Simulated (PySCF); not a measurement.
## What a change does: excited-state calculation on C2H5NOSi

System: C2H5NOSi.
Method of the first run: TDDFT PBE0/def2-TZVP, vertical, gas phase, core orbitals frozen in the response (PySCF 2.14.0).

The geometry comes from this level: PBE0-D3(BJ)/def2-SVP. Text and figures count atoms from 1; the logs count them from 0 in places.

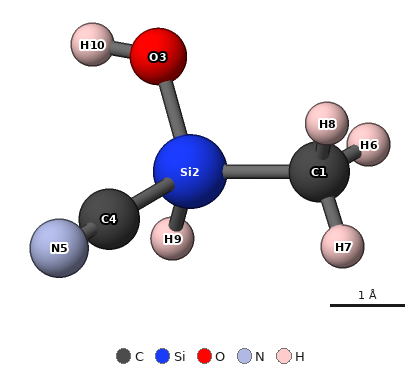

Fig. 1: The structure as given in the input (ball-and-stick view, seen at a tilt; atoms are numbered from 1 in the order of the input).

### Input, the first run
```
{"job": {"kind": "uv", "xc": "PBE0", "basis": "def2-TZVP"}, "charge": 0, "multiplicity": 1}
C     -1.431089    -0.142707     0.055144
Si     0.365168     0.206561     0.329642
O      0.747892     1.616492    -0.452951
C      1.370318    -1.186376    -0.416168
N      1.990822    -2.046708    -0.885347
H     -2.044106     0.659910     0.492625
H     -1.719567    -1.097316     0.519917
H     -1.646790    -0.197768    -1.022255
H      0.758016     0.238249     1.766652
H      1.658276     1.923824    -0.409428
```

The first line tells a small driver script what to run in PySCF; the rest is the geometry in Å.

Command:
```bash
OMP_NUM_THREADS=1 python <driver script> task.json out
```

Hardware: 1 CPU thread, shared host.

### Output (the first run)
```
coarse grid: 9048 points
cycle   1  E = -498.3557374312  dE =  3.824e-01  |g| = 8.039e-01  |ddm| = 2.446e+00
cycle   2  E = -498.0988326839  dE =  2.569e-01  |g| = 1.394e+00  |ddm| = 1.299e+00
cycle   3  E = -498.4687262337  dE = -3.699e-01  |g| = 2.258e-01  |ddm| = 9.311e-01
cycle   4  E = -498.4775300263  dE = -8.804e-03  |g| = 1.060e-01  |ddm| = 1.479e-01
cycle   5  E = -498.4797523775  dE = -2.222e-03  |g| = 2.948e-02  |ddm| = 6.682e-02
cycle   6  E = -498.4799359669  dE = -1.836e-04  |g| = 4.092e-03  |ddm| = 1.912e-02
cycle   7  E = -498.4799399593  dE = -3.992e-06  |g| = 1.231e-03  |ddm| = 3.500e-03
final grid: 83408 points
cycle   8  E = -498.4730012329  dE = -2.910e-05  |g| = 7.532e-03  |ddm| = 2.570e-02
cycle   9  E = -498.4729892456  dE =  1.199e-05  |g| = 1.076e-02  |ddm| = 1.049e-02
cycle  10  E = -498.4730120781  dE = -2.283e-05  |g| = 2.119e-03  |ddm| = 6.468e-03
cycle  11  E = -498.4730129882  dE = -9.101e-07  |g| = 5.303e-04  |ddm| = 1.160e-03
cycle  12  E = -498.4730130362  dE = -4.799e-08  |g| = 2.030e-04  |ddm| = 3.526e-04
cycle  13  E = -498.4730130443  dE = -8.148e-09  |g| = 3.214e-05  |ddm| = 1.241e-04
cycle  14  E = -498.4730130446  dE = -2.384e-10  |g| = 6.785e-06  |ddm| = 2.773e-05
converged SCF energy = -498.4730130446

Static polarisability (au): isotropic 53.712, principal 45.425 50.607 65.102

Singlet excitations
state   eV       nm        f      main configurations
  1   6.7614    183.4   0.00275   H->L 0.70, H-3->L 0.10
  2   7.1484    173.4   0.00227   H-1->L 0.55, H->L 0.14, H-1->L+1 0.08
  3   7.2608    170.8   0.00939   H-2->L 0.39, H->L+1 0.25, H-2->L+1 0.18
  4   7.3391    168.9   0.00182   H-2->L+1 0.34, H-1->L+1 0.24, H-1->L 0.19
  5   7.7113    160.8   0.00224   H-3->L 0.74
  6   7.7779    159.4   0.00780   H-1->L+1 0.34, H-2->L+1 0.32, H->L+1 0.19
  7   8.1835    151.5   0.11496   H-3->L+1 0.45, H->L+1 0.34
  8   8.3208    149.0   0.01938   H-4->L 0.85
  9   8.8354    140.3   0.14677   H-4->L+1 0.53, H-1->L+1 0.12
 10   8.9256    138.9   0.04102   H-5->L 0.30, H-4->L+1 0.22, H->L+2 0.21

Triplet excitations (Tamm-Dancoff, eV): 5.6574 6.1230 6.1728 6.5354
```

For the second run the input was changed thus:
```diff
-"xc": "PBE0"
-"basis": "def2-TZVP"
+"xc": "HF"
+"basis": "def2-SVPD"
+"ip": true
```

What does this change do to the results?

The total energies belong to different models, so their difference says nothing on which is more stable or more accurate. The HOMO goes from −9.31 to −12.62 eV. The LUMO goes from −0.79 to 1.96 eV. The dipole moment goes from 3.32 to 3.43 D. The lowest excitation goes from 6.76 to 6.24 eV. The strongest computed line goes from 8.84 to 9.98 eV. The method changes from PBE0 to HF. The SCF takes 12 iterations against 14. The basis functions go from 191 to 147.

### Output (the second run)
```
final grid: 83408 points
cycle   1  E = -496.6028050356  dE =  4.059e-01  |g| = 6.331e-01  |ddm| = 3.542e+00
cycle   2  E = -496.6675585534  dE = -6.475e-02  |g| = 4.717e-01  |ddm| = 1.140e+00
cycle   3  E = -496.7127097659  dE = -4.515e-02  |g| = 7.944e-02  |ddm| = 5.324e-01
cycle   4  E = -496.7147073503  dE = -1.998e-03  |g| = 3.684e-02  |ddm| = 1.637e-01
cycle   5  E = -496.7150187378  dE = -3.114e-04  |g| = 6.758e-03  |ddm| = 6.736e-02
cycle   6  E = -496.7150367320  dE = -1.799e-05  |g| = 2.252e-03  |ddm| = 1.700e-02
cycle   7  E = -496.7150387801  dE = -2.048e-06  |g| = 5.778e-04  |ddm| = 6.819e-03
cycle   8  E = -496.7150389111  dE = -1.309e-07  |g| = 1.474e-04  |ddm| = 1.494e-03
cycle   9  E = -496.7150389251  dE = -1.397e-08  |g| = 5.579e-05  |ddm| = 3.340e-04
cycle  10  E = -496.7150389290  dE = -3.985e-09  |g| = 3.217e-05  |ddm| = 1.156e-04
cycle  11  E = -496.7150389309  dE = -1.851e-09  |g| = 1.298e-05  |ddm| = 9.618e-05
cycle  12  E = -496.7150389312  dE = -2.932e-10  |g| = 4.502e-06  |ddm| = 4.630e-05
converged SCF energy = -496.7150389312

Static polarisability (au): isotropic 52.163, principal 45.108 49.490 61.890

Singlet excitations
state   eV       nm        f      main configurations
  1   6.2353    198.8   0.00007   H-1->L+5 0.16
  2   6.8988    179.7   0.00029   H-1->L+1 0.15, H-1->L+5 0.14, H->L+2 0.11
  3   6.9107    179.4   0.00084   H-1->L+2 0.19, H-1->L+5 0.12, H->L+1 0.08
  4   8.8233    140.5   0.00706   H-3->L+1 0.15, H-3->L 0.13
  5   9.0843    136.5   0.00149   H-3->L+5 0.16, H-3->L+2 0.12, H-4->L+5 0.08
  6   9.3192    133.0   0.01727   H->L 0.19, H-2->L 0.18, H-2->L+1 0.09
  7   9.9603    124.5   0.09732   H-3->L 0.21, H-4->L 0.11
  8   9.9753    124.3   0.30859   H->L+1 0.45, H->L 0.16, H-2->L+1 0.13
  9  10.2346    121.1   0.03429   H->L+2 0.48, H->L 0.17
 10  10.4765    118.3   0.10446   H-1->L 0.41, H-1->L+2 0.13, H-1->L+4 0.11

Triplet excitations (Tamm-Dancoff, eV): 4.8625 5.7824 5.7920 6.7330
Vertical ionisation energy (delta-SCF) = 11.0914 eV
```

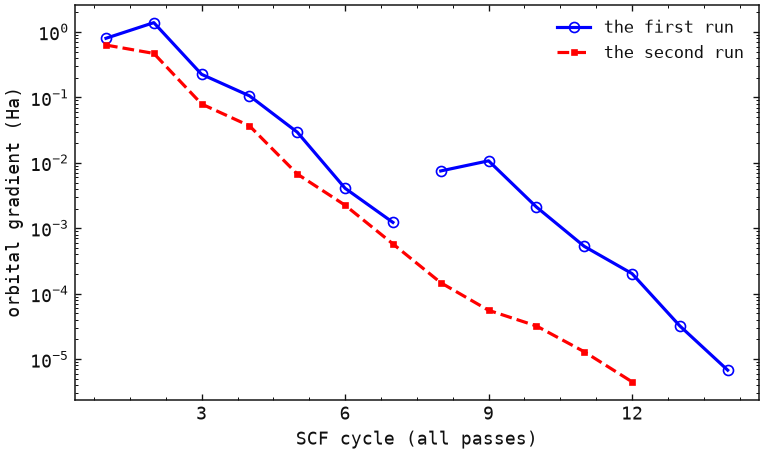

Fig. 2: Convergence of the two runs: orbital gradient against the SCF cycle. A break in a curve parts two SCF passes (coarse and final grid). The first run takes 14 cycles in all, and the second run takes 12.

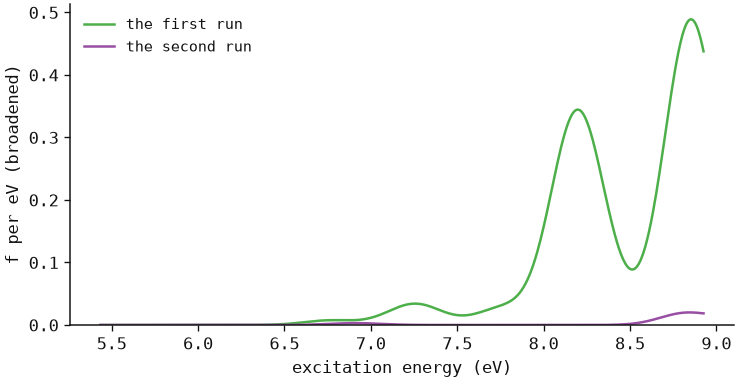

Fig. 3: Absorption of the two runs from their computed states, each broadened by a Gaussian of 0.35 eV full width; the range ends where the shorter list of states ends.

### The two runs side by side

| quantity | the first run | the second run |
| --- | --- | --- |
| outcome | converged | converged |
| total energy (hartree) | −498.473013 | −496.715039 |
| HOMO (eV) | −9.31 | −12.62 |
| LUMO (eV) | −0.79 | 1.96 |
| dipole moment (D) | 3.32 | 3.43 |
| lowest excitation (eV) | 6.76 | 6.24 |
| SCF iterations | 14 | 12 |
| strongest computed line (eV) | 8.84 | 9.98 |
| basis functions | 191 | 147 |
| wall time (shared host) | 29 s | 30 s |
